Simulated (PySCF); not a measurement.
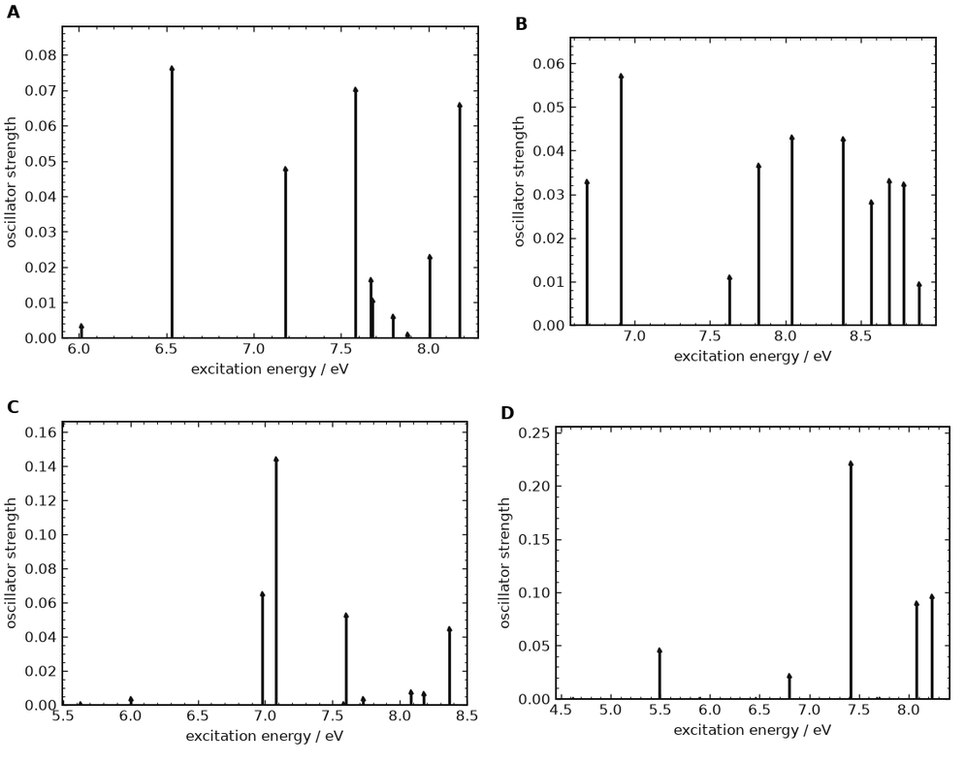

Vertical TDDFT excitations, BHandHLYP/def2-SVPD with PySCF, at a PBE0-D3(BJ)/def2-SVP geometry (no frequency check), gas phase. Each panel shows the lowest singlet states that were computed.

Pair each panel with its molecule.
1. C₄H₉Al, SMILES [CH3][AlH][CH]1CC1, singlet
2. GeN₂H₆, SMILES [NH2][GeH2][NH2], singlet
3. C₂H₃Ga, SMILES C#[C][GaH2], singlet
4. BNH₅Br, SMILES [NH3+][BH2-]Br

A: 4 (S1 at 6.01 eV, brightest at 6.53 eV)
B: 2 (S1 at 6.68 eV, brightest at 6.91 eV)
C: 1 (S1 at 5.63 eV, brightest at 7.08 eV)
D: 3 (S1 at 4.63 eV, brightest at 7.41 eV)

Limits of at least one run: core orbitals are frozen in the response; one conformer of a flexible molecule; spin-orbit coupling is left out, and with Br it can shift these levels and split any degenerate set; states above the negative HOMO energy depend on the basis.
